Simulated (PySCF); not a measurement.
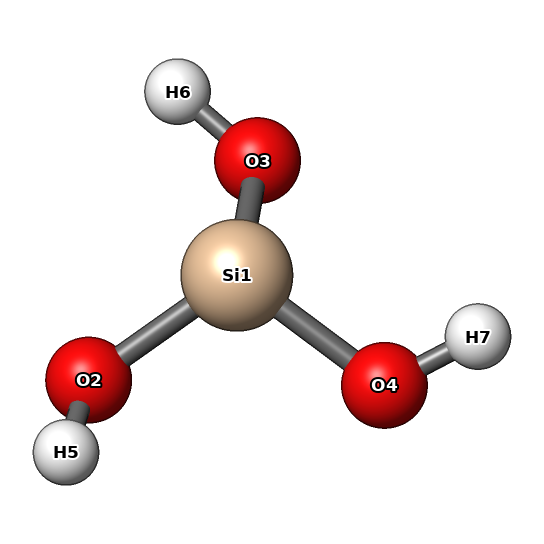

The thickness of each stick grows with its Mayer bond order. Charge 0, doublet. The computed structure is the end point of a PBE0/def2-SVP optimisation. Computed with PBE0/def2-SVP (PySCF 2.14.0).

List the Mayer bond orders of Si1–O2, O2–H5 (one bond of each equivalent set).

```
  bond  Mayer order  length (Å)
Si1–O2         1.13       1.660
 O2–H5         0.96       0.962
```
